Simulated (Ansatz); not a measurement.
# Amorphous Si2O: valence band and core levels, part 2 of 7

How wide do site differences make the core lines of amorphous Si2O?

Ansatz 0.2.0; DFT, PBEsol, plane-wave PAW, scalar-relativistic; PAW set soft_1.

So far: The starting structure; Relaxation.

## (3) Dynamics at 3200 K

A short run with the thermostat set to 3200 K, starting from rest and too brief to equilibrate, lets the random network rearrange; the cutoff and mesh are cut down, since only a plausible structure is wanted. It starts from the last accepted geometry of the run before, which hadn't met its force target.

input.yaml reads:

```yaml
crystal:
  lattice:
    - [8.1669974226, 0.0, 0.0]
    - [0.0, 8.1669974226, 0.0]
    - [0.0, 0.0, 8.1669974226]
  atoms:
    - { symbol: Si, position: [0.93996454, 0.50997335, 0.85226205] }
    - { symbol: Si, position: [0.17681541, 0.62583588, 0.46800578] }
    - { symbol: Si, position: [0.85914022, 0.1559425, 0.80164345] }
    - { symbol: Si, position: [0.50742124, 0.85865682, 0.33098149] }
    - { symbol: Si, position: [0.34288673, 0.74708301, 0.92789254] }
    - { symbol: Si, position: [0.1175574, 0.7074169, 0.74022957] }
    - { symbol: Si, position: [0.48473959, 0.44057244, 0.44025715] }
    - { symbol: Si, position: [0.92385164, 0.44552065, 0.26550982] }
    - { symbol: Si, position: [0.02429057, 0.26663251, 1.00932406] }
    - { symbol: Si, position: [0.01018171, 0.96158632, 0.63422452] }
    - { symbol: Si, position: [0.77339439, 0.60421532, 0.07839013] }
    - { symbol: Si, position: [0.74870368, -0.12067556, 0.18771783] }
    - { symbol: Si, position: [0.13729428, 0.97022817, 1.00548715] }
    - { symbol: Si, position: [0.73367245, 0.46727014, 0.62301954] }
    - { symbol: Si, position: [0.65445337, 0.91047561, 0.56767032] }
    - { symbol: Si, position: [0.22217235, 0.89836774, 0.36280163] }
    - { symbol: Si, position: [0.49097493, 0.55355154, 0.13241856] }
    - { symbol: Si, position: [0.53000519, 0.16602442, 0.60952046] }
    - { symbol: Si, position: [0.59205039, 0.72162359, 0.76946749] }
    - { symbol: Si, position: [0.75906146, 0.91567704, 0.91313828] }
    - { symbol: O, position: [0.49726868, 0.6441262, 0.327436] }
    - { symbol: O, position: [0.69460436, 0.27041284, 0.71362836] }
    - { symbol: O, position: [0.45768301, 0.37819762, 0.24286588] }
    - { symbol: O, position: [0.3222865, 0.49875502, 0.54187124] }
    - { symbol: O, position: [0.10442124, 0.52959304, 0.30433118] }
    - { symbol: O, position: [0.10888384, -0.05723107, 0.20325854] }
    - { symbol: O, position: [0.85510606, -0.12114146, 0.5200833] }
    - { symbol: O, position: [0.1510756, 0.02604078, 0.50180474] }
    - { symbol: O, position: [-0.02799205, 0.86602586, 0.92991679] }
    - { symbol: O, position: [0.85110153, 0.42415172, 0.45667481] }
kpoints:
  mp_grid: { grid: [1, 1, 1] }
scf:
  occupations: { method: fermi_dirac, width: 0.1 }
  n_extra_bands: 21
hamiltonian:
  xc: pbesol
  pseudopotentials: { kind: paw, azcp: { folder: soft_1 }, xc_functional: pbe }
output:
  forces: true
basis:
  ecutwfc: 320
md:
  timestep: 1.5
  n_steps: 495
  ensemble: nvt_langevin
  temperature: 3200
  seed: 0
```

Started as:

```sh
ansatz run input.yaml --threads 8 --pin off --max-ram 23552MiB --backend cpu --events-out ev --progress --plain --runs-dir out
```

Numbers of over 12 decimals in the logs are rounded to 6 here.

What it wrote:

```text
Warning: md: disabling space-group detection — thermal motion breaks the input geometry's symmetry, so no spatial operation reduces the k-mesh or symmetrises the density; time reversal is kept, so that k and −k are solved as one point where they differ and the mesh holds both, and exact exchange and, on two spinor components, a DFT+U term hold to it where the run has them: on two components no moment then forms, and  [...]
[...]
Crystal: 30 atoms, lattice volume = 544.737 Å³
Basis set: ecut = 320 eV, 7075 PW (Γ), exchange–correlation on 96×96×96 points (8 copies of the dense FFT grid, shifted against one another)
Bands: 91, of which v1, the nominal top of the filled ones, is band 70 counted from 1 (69 counted from 0)
Symmetry: 1 space group operations
k-points: 1
[...]
SCF iter   1: F=—  HF=-18049.446315 eV  |F-HF|=—  |Δ(HF+E_count)|=         —  Δρ=5.77e-2  dr2=5.34e1  ethr=3.10e-3  ⟨swp⟩=12.0  Hψ=568  notcnv=0
[...]
SCF iter  13: F=-18036.782565 eV  HF=-18036.782565 eV  |F-HF|=1.80e-9  |Δ(HF+E_count)|=   1.08e-8  Δρ=9.52e-7  dr2=6.29e-9  ethr=2.14e-11  ⟨swp⟩=4.0  Hψ=290  notcnv=0
SCF 1 converged in 13 iterations: F = -18036.782565 eV  dr2 = 6.29e-9
[...]
md step     0: t =     0.00 fs  T =     0.0 K  F+E_penalty+E_count = -18036.78256466 eV  E_kin = 0.000000 eV  (13 SCF iters)
[...]
SCF iter   8: F=-18036.780971 eV  HF=-18036.780971 eV  |F-HF|=4.55e-9  |Δ(HF+E_count)|=   1.40e-8  Δρ=8.32e-7  dr2=5.63e-9  ethr=2.14e-11  ⟨swp⟩=4.0  Hψ=290  notcnv=0
SCF 2 converged in 8 iterations: F = -18036.780971 eV  dr2 = 5.63e-9
md step     1: t =     1.50 fs  T =   100.8 K  F+E_penalty+E_count = -18036.78097135 eV  E_kin = 0.390959 eV  (8 SCF iters)
[...]
SCF iter   8: F=-18036.770441 eV  HF=-18036.770441 eV  |F-HF|=2.44e-8  |Δ(HF+E_count)|=   6.24e-8  Δρ=1.74e-6  dr2=2.56e-8  ethr=2.14e-11  ⟨swp⟩=3.0  Hψ=396  notcnv=0
SCF 3 converged in 8 iterations: F = -18036.770441 eV  dr2 = 2.56e-8
md step     2: t =     3.00 fs  T =   215.7 K  F+E_penalty+E_count = -18036.77044134 eV  E_kin = 0.836514 eV  (8 SCF iters)
[... from here on, the SCF cycles and remarks between the steps are left out ...]
md step     3: t =     4.50 fs  T =   300.8 K  F+E_penalty+E_count = -18036.74063272 eV  E_kin = 1.166355 eV  (9 SCF iters)
md step     4: t =     6.00 fs  T =   353.8 K  F+E_penalty+E_count = -18036.68476990 eV  E_kin = 1.371807 eV  (9 SCF iters)
md step     5: t =     7.50 fs  T =   390.4 K  F+E_penalty+E_count = -18036.60008043 eV  E_kin = 1.514001 eV  (7 SCF iters)
md step     6: t =     9.00 fs  T =   481.6 K  F+E_penalty+E_count = -18036.48317066 eV  E_kin = 1.867574 eV  (7 SCF iters)
md step     7: t =    10.50 fs  T =   576.1 K  F+E_penalty+E_count = -18036.36191415 eV  E_kin = 2.233870 eV  (7 SCF iters)
md step     8: t =    12.00 fs  T =   609.9 K  F+E_penalty+E_count = -18036.27088413 eV  E_kin = 2.365079 eV  (7 SCF iters)
md step     9: t =    13.50 fs  T =   647.7 K  F+E_penalty+E_count = -18036.18497990 eV  E_kin = 2.511523 eV  (7 SCF iters)
md step    10: t =    15.00 fs  T =   801.2 K  F+E_penalty+E_count = -18036.08016130 eV  E_kin = 3.107008 eV  (9 SCF iters)
md step    11: t =    16.50 fs  T =   830.1 K  F+E_penalty+E_count = -18035.94698851 eV  E_kin = 3.219028 eV  (7 SCF iters)
md step    12: t =    18.00 fs  T =   821.2 K  F+E_penalty+E_count = -18035.77554112 eV  E_kin = 3.184539 eV  (7 SCF iters)
md step    13: t =    19.50 fs  T =   804.5 K  F+E_penalty+E_count = -18035.57069007 eV  E_kin = 3.119730 eV  (7 SCF iters)
md step    14: t =    21.00 fs  T =   791.5 K  F+E_penalty+E_count = -18035.36349063 eV  E_kin = 3.069135 eV  (7 SCF iters)
md step    15: t =    22.50 fs  T =   913.4 K  F+E_penalty+E_count = -18035.15526774 eV  E_kin = 3.541938 eV  (7 SCF iters)
md step    16: t =    24.00 fs  T =   915.5 K  F+E_penalty+E_count = -18034.92798445 eV  E_kin = 3.550056 eV  (8 SCF iters)
md step    17: t =    25.50 fs  T =  1026.6 K  F+E_penalty+E_count = -18034.68055663 eV  E_kin = 3.980859 eV  (7 SCF iters)
md step    18: t =    27.00 fs  T =  1044.7 K  F+E_penalty+E_count = -18034.43021550 eV  E_kin = 4.051217 eV  (8 SCF iters)
md step    19: t =    28.50 fs  T =   933.6 K  F+E_penalty+E_count = -18034.17602048 eV  E_kin = 3.620329 eV  (7 SCF iters)
md step    20: t =    30.00 fs  T =   865.2 K  F+E_penalty+E_count = -18033.96320039 eV  E_kin = 3.355016 eV  (8 SCF iters)
md step    21: t =    31.50 fs  T =   793.9 K  F+E_penalty+E_count = -18033.85842766 eV  E_kin = 3.078592 eV  (6 SCF iters)
md step    22: t =    33.00 fs  T =   782.8 K  F+E_penalty+E_count = -18033.84864984 eV  E_kin = 3.035539 eV  (6 SCF iters)
md step    23: t =    34.50 fs  T =   786.6 K  F+E_penalty+E_count = -18033.85839569 eV  E_kin = 3.050095 eV  (6 SCF iters)
md step    24: t =    36.00 fs  T =   774.9 K  F+E_penalty+E_count = -18033.87099686 eV  E_kin = 3.005016 eV  (7 SCF iters)
md step    25: t =    37.50 fs  T =   803.2 K  F+E_penalty+E_count = -18033.88990248 eV  E_kin = 3.114830 eV  (7 SCF iters)
md step    26: t =    39.00 fs  T =   809.8 K  F+E_penalty+E_count = -18033.91100089 eV  E_kin = 3.140416 eV  (7 SCF iters)
md step    27: t =    40.50 fs  T =   941.2 K  F+E_penalty+E_count = -18033.90707691 eV  E_kin = 3.649954 eV  (7 SCF iters)
md step    28: t =    42.00 fs  T =  1033.3 K  F+E_penalty+E_count = -18033.81841933 eV  E_kin = 4.006838 eV  (7 SCF iters)
md step    29: t =    43.50 fs  T =  1104.3 K  F+E_penalty+E_count = -18033.64973103 eV  E_kin = 4.282256 eV  (7 SCF iters)
md step    30: t =    45.00 fs  T =  1137.0 K  F+E_penalty+E_count = -18033.44546803 eV  E_kin = 4.408865 eV  (9 SCF iters)
md step    31: t =    46.50 fs  T =  1199.3 K  F+E_penalty+E_count = -18033.25004137 eV  E_kin = 4.650650 eV  (7 SCF iters)
md step    32: t =    48.00 fs  T =  1123.0 K  F+E_penalty+E_count = -18033.09013353 eV  E_kin = 4.354617 eV  (7 SCF iters)
md step    33: t =    49.50 fs  T =  1209.9 K  F+E_penalty+E_count = -18033.02771437 eV  E_kin = 4.691824 eV  (7 SCF iters)
md step    34: t =    51.00 fs  T =  1303.3 K  F+E_penalty+E_count = -18033.02655904 eV  E_kin = 5.054054 eV  (7 SCF iters)
md step    35: t =    52.50 fs  T =  1392.2 K  F+E_penalty+E_count = -18032.98572189 eV  E_kin = 5.398669 eV  (6 SCF iters)
md step    36: t =    54.00 fs  T =  1362.6 K  F+E_penalty+E_count = -18032.84779789 eV  E_kin = 5.283850 eV  (7 SCF iters)
md step    37: t =    55.50 fs  T =  1344.5 K  F+E_penalty+E_count = -18032.62235551 eV  E_kin = 5.213629 eV  (6 SCF iters)
md step    38: t =    57.00 fs  T =  1328.4 K  F+E_penalty+E_count = -18032.37256909 eV  E_kin = 5.151086 eV  (6 SCF iters)
md step    39: t =    58.50 fs  T =  1256.0 K  F+E_penalty+E_count = -18032.17354433 eV  E_kin = 4.870688 eV  (7 SCF iters)
[...]
md step    63: t =    94.50 fs  T =  1834.2 K  F+E_penalty+E_count = -18029.63278069 eV  E_kin = 7.112685 eV  (7 SCF iters)
md step    64: t =    96.00 fs  T =  1962.8 K  F+E_penalty+E_count = -18029.46760308 eV  E_kin = 7.611417 eV  (7 SCF iters)
md step    65: t =    97.50 fs  T =  1883.7 K  F+E_penalty+E_count = -18029.24244924 eV  E_kin = 7.304782 eV  (7 SCF iters)
md step    66: t =    99.00 fs  T =  1751.7 K  F+E_penalty+E_count = -18028.94348064 eV  E_kin = 6.792885 eV  (7 SCF iters)
md step    67: t =   100.50 fs  T =  1793.0 K  F+E_penalty+E_count = -18028.61432227 eV  E_kin = 6.952715 eV  (7 SCF iters)
md step    68: t =   102.00 fs  T =  1804.5 K  F+E_penalty+E_count = -18028.32946753 eV  E_kin = 6.997382 eV  (7 SCF iters)
md step    69: t =   103.50 fs  T =  1848.1 K  F+E_penalty+E_count = -18028.13878970 eV  E_kin = 7.166553 eV  (7 SCF iters)
md step    70: t =   105.00 fs  T =  1746.0 K  F+E_penalty+E_count = -18028.01346325 eV  E_kin = 6.770755 eV  (9 SCF iters)
md step    71: t =   106.50 fs  T =  1628.2 K  F+E_penalty+E_count = -18027.95034162 eV  E_kin = 6.313729 eV  (7 SCF iters)
md step    72: t =   108.00 fs  T =  1613.8 K  F+E_penalty+E_count = -18027.98879974 eV  E_kin = 6.258025 eV  (6 SCF iters)
md step    73: t =   109.50 fs  T =  1698.9 K  F+E_penalty+E_count = -18028.11844352 eV  E_kin = 6.587838 eV  (7 SCF iters)
SCF iter   1: F=—  HF=-18028.269158 eV  |F-HF|=—  |Δ(HF+E_count)|=         —  Δρ=6.29e-4  dr2=1.58e-3  ethr=7.51e-6  ⟨swp⟩=3.0  Hψ=273  notcnv=0  defer=4
[...]
SCF iter   7: F=-18028.268283 eV  HF=-18028.268283 eV  |F-HF|=4.02e-9  |Δ(HF+E_count)|=   8.94e-9  Δρ=1.02e-6  dr2=6.79e-9  ethr=2.14e-11  ⟨swp⟩=5.0  Hψ=296  notcnv=0
SCF 75 converged in 7 iterations: F = -18028.268283 eV  dr2 = 6.79e-9
[...]
md step    74: t =   111.00 fs  T =  1849.3 K  F+E_penalty+E_count = -18028.26828310 eV  E_kin = 7.171106 eV  (7 SCF iters)
SCF iter   1: F=—  HF=-18028.364033 eV  |F-HF|=—  |Δ(HF+E_count)|=         —  Δρ=5.96e-4  dr2=1.04e-3  ethr=1.13e-5  ⟨swp⟩=4.0  Hψ=295  notcnv=0  defer=2
[...]
```

It took 4.1 min on 8 threads of Arm Neoverse V2, shared host; peak memory 0.41 GiB.

The column dr2 measures how far the density is from self-consistency, as an energy; F and HF (Harris–Foulkes) agree once it is small.

Rows from the run:

| time (fs) | T (K) | potential (meV/atom) |
| --- | --- | --- |
| 0.0 | 0 | 0.0 |
| 49.5 | 1210 | 125.2 |
| 99.0 | 1752 | 261.3 |
| 148.5 | 2806 | 271.6 |
| 198.0 | 2323 | 409.9 |
| 247.5 | 2531 | 449.6 |
| 297.0 | 2632 | 545.5 |
| 346.5 | 3613 | 554.7 |
| 396.0 | 3277 | 660.1 |
| 445.5 | 3287 | 657.5 |
| 495.0 | 4459 | 503.1 |
| 544.5 | 3502 | 557.3 |
| 594.0 | 4032 | 573.6 |
| 643.5 | 3260 | 576.6 |
| 693.0 | 3965 | 456.6 |
| 742.5 | 3989 | 457.2 |

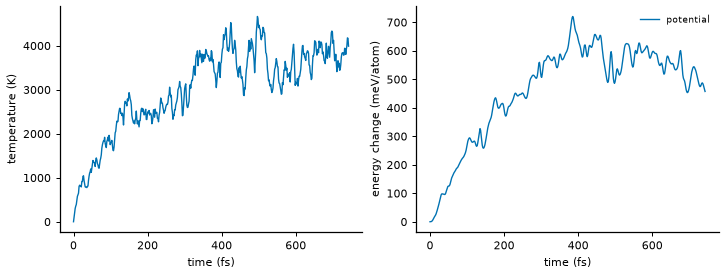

Temperature and energies against time.

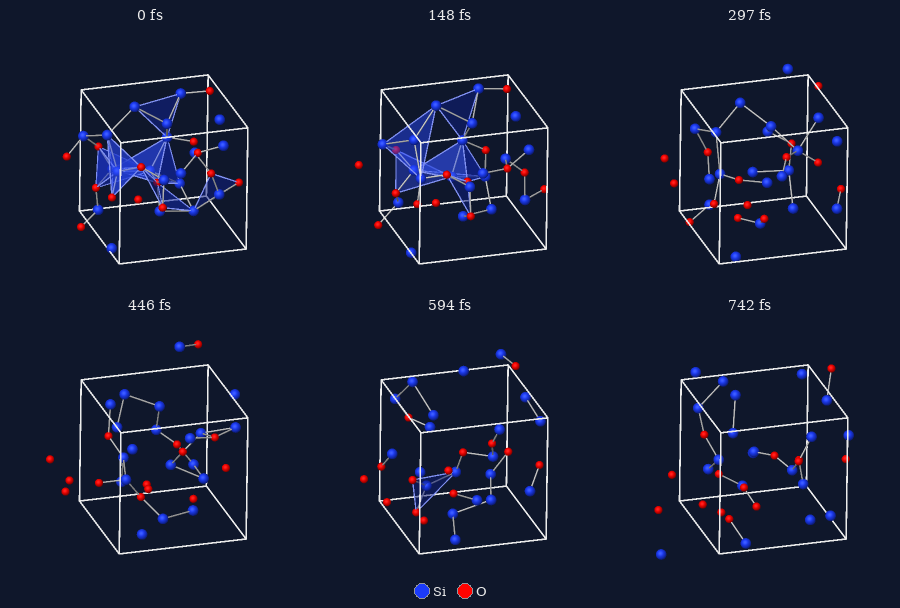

6 frames of the run. Bonds to atoms that aren't drawn are left out.

Mean square displacement at the end: Si 7.0 Å², O 6.9 Å².

Positions (Å) and forces (eV/Å) at 742.5 fs:

```xyz
30
Lattice="8.167 0.000 0.000 0.000 8.167 0.000 0.000 0.000 8.167" Properties=species:S:1:pos:R:3:forces:R:3 pbc="T T T"
Si    8.816    6.309    6.510   -0.760    0.529   -0.053
Si    2.877    4.516    2.270   -0.818    0.966   -1.049
Si    9.247    3.162    5.471   -1.407    0.701   -0.111
Si    5.504   10.691    1.461    0.990   -0.299    0.301
Si    2.948    8.932    7.366    1.174   -0.471    0.292
Si   -0.089    4.983    1.916   -0.307   -0.569    2.714
Si    4.219    6.472    3.538   -2.890    1.162    0.561
Si    7.830    2.161    0.664   -2.804    3.220    1.935
Si    5.195    2.406    7.448   -1.722    0.023   -1.260
Si    1.423    9.094    5.686    2.931   -1.553   -4.790
Si    7.230    4.366   -0.501    0.425    0.880    0.203
Si    7.582   -1.166    0.722   -0.234   -0.348    0.203
Si    2.350    9.813    9.311   -0.822    0.162    1.698
Si    5.933    4.087    3.129    4.820   -6.864   -2.008
Si    2.411    5.108    5.616    0.817    0.724   -1.668
Si    2.428    7.966    2.576   -0.505    0.394    2.216
Si    2.718    3.164   -1.009    0.150    1.406    0.577
Si    6.747    2.826    5.831   -0.013   -0.608   -0.607
Si    2.836    6.048    7.717   -0.282   -0.192    1.285
Si    8.113    9.198    7.105   -4.022   -1.814   -0.694
O     2.052    4.498    0.135    1.464    0.695    0.464
O     5.879    2.637    4.365    0.969    2.605   -0.534
O     8.918    2.046    1.815    3.040   -0.266    0.420
O     3.326    3.024    1.461   -0.727   -0.751    2.181
O     1.434    4.799    3.115   -1.334   -0.364   -3.271
O    -1.413   -0.206   -0.345    2.076    0.031   -0.121
O     7.316   -1.075    2.340    0.911   -0.981   -2.060
O     1.730    0.604    3.997    0.924   -1.145    0.376
O     1.127    6.988    8.306   -1.510   -0.252   -0.401
O     5.134    5.185    3.729   -0.536    2.980    3.200
```

The pair distribution g(r) has structure finer than the step of the table below, so its rows give means over 0.25 Å, whole bins alone (the curve runs from 0.0357 to 5.68 Å). Peaks (Å: height): Si–Si 2.322: 2.18, 2.537: 2.53, 2.966: 1.47, 3.323: 1.17, 4.109: 1.23, 4.681: 1.23, 5.109: 1.38; Si–O 1.751: 3.96, 2.251: 0.898, 2.966: 2.24, 3.680: 1.85, 3.966: 1.23, 4.681: 1.45, 5.181: 1.50; O–O 2.608: 2.01, 2.751: 2.80, 3.109: 2.67, 3.251: 1.72, 3.680: 2.58, 3.966: 1.16, 4.466: 1.60.

From the last frames. The pair distribution g(r) by r; means over each step:

| r (Å) | Si–Si | Si–O | O–O |
| --- | --- | --- | --- |
| 1.25 | 0 | 0 | 0 |
| 1.50 | 0 | 1.40 | 0 |
| 1.75 | 0 | 3.00 | 0 |
| 2.00 | 0.312 | 1.32 | 0.0927 |
| 2.25 | 1.62 | 0.487 | 0.589 |
| 2.50 | 1.90 | 0.174 | 0.616 |
| 2.75 | 1.14 | 0.706 | 1.93 |
| 3.00 | 1.32 | 1.21 | 1.60 |
| 3.25 | 0.873 | 1.02 | 1.27 |
| 3.50 | 0.944 | 1.40 | 0.575 |
| 3.75 | 0.748 | 1.05 | 1.18 |
| 4.00 | 0.764 | 0.839 | 0.597 |
| 4.25 | 1.00 | 0.889 | 0.713 |
| 4.50 | 0.909 | 1.05 | 1.19 |
| 4.75 | 1.01 | 1.21 | 0.561 |
| 5.00 | 1.12 | 0.967 | 0.702 |
| 5.25 | 0.900 | 1.20 | 0.782 |
| 5.50 | 1.01 | 0.979 | 0.856 |

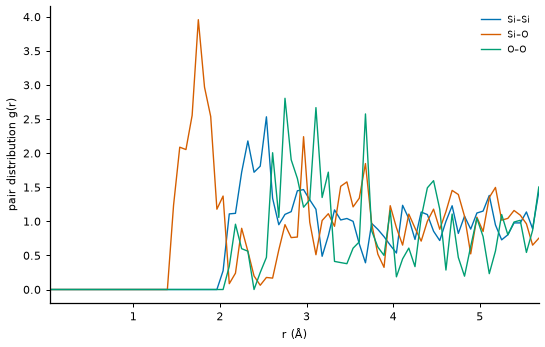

Pair distribution g(r), plotted against r.

Beyond half the shortest lattice vector, 4.1 Å, g(r) counts periodic images.

A gap read on the k-mesh alone can miss the band edges.

This step gave:

```
free energy             : -18023.0667 eV
energy at zero smearing : -18022.9043 eV
smearing term TS        : 0.3249 eV
Fermi energy            : 5.050 eV
symmetry operations     : 1
gap on the k-mesh       : 0.1527 eV
```

(Continued in part 3 of 7.)

[Logs are printed without paths, hosts, clocks, repeated set-up lines and the standing remarks that a program may print on its own settings, such as how far it seeks lower states.]

[Hosts, paths, dates, database ids (printed as entryN), source tags and the programs' standing remarks are cut or masked in the printed files.]

[Maps of the electrostatic potential energy from Ansatz leave out the sawtooth potential of an applied field or a dipole correction, so their vacuum need not be flat; work functions include it.]
